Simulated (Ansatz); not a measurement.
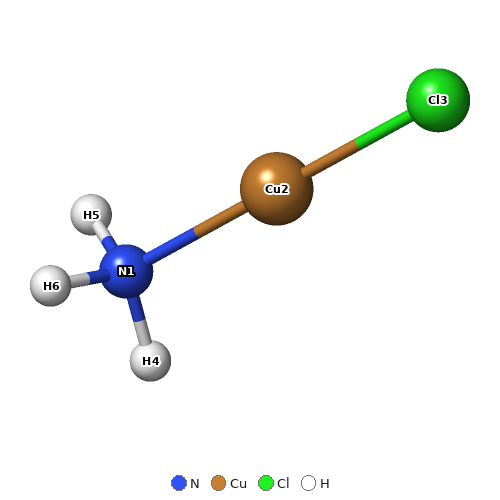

The system is ClCuH₃N, SMILES [NH3+][Cu-][Cl]; the picture shows the reference structure. 
- Coordinates scanned: (1) bond length N1–H5; (2) angle H4–N1–H5.
- Nothing is relaxed (all other coordinates rigid).
- The grid has 9 × 9 points.
- Points are written as (first, second).
- Energies: kJ/mol, counted from the lowest grid point.
- Computed with RKS PBE0-D4/def2-TZVP (Ansatz 0.2.0).

Its coordinates:

```xyz
6

N    -0.7658   -0.0204    0.2267
Cu    1.0896    0.0031   -0.3360
Cl    3.0807    0.0280   -0.9397
H    -1.1621   -0.9525    0.1592
H    -1.3351    0.5944   -0.3464
H    -0.8652    0.2834    1.1901
```

Range: bond length N1–H5 from 0.853 to 1.320 Å; angle H4–N1–H5 from 72.4 to 142.4°.

Q: What landscape does the calculation give?

A: The lowest grid point is at (1.028 Å, 107.4°). It is the only kind of minimum in the scanned range. The highest grid point, (1.320 Å, 142.4°), lies 203 kJ/mol above the lowest. Round the minimum the two coordinates are weakly coupled (coupling 0.08 in units of the two stiffnesses).

```tsv
angle H4–N1–H5 ↓, bond length N1–H5 →	0.853	0.911	0.969	1.028	1.086	1.145	1.203	1.261	1.320
142.4	155	106	84	82	93	114	140	170	203
133.7	122	73	51	48	59	79	105	135	168
124.9	97	48	25	22	32	52	78	107	140
116.2	83	33	10	6	16	35	60	89	120
107.4	80	29	5	0	9	27	51	80	110
98.7	89	36	11	6	13	31	54	81	110
89.9	110	57	30	23	29	45	67	92	121
81.2	145	90	62	53	57	71	91	115	141
72.4	194	137	106	95	97	109	126	148	172
```

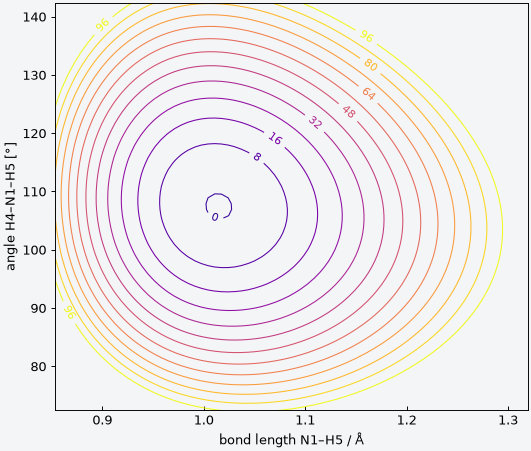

In the figure: contour lines labelled in kJ/mol (none above 96). Between grid points the surface is interpolated.

The whole map (81 points run) took 8.2 min on 1 thread of Intel(R) Xeon(R) Platinum 8488C (Sapphire Rapids), on a shared host.
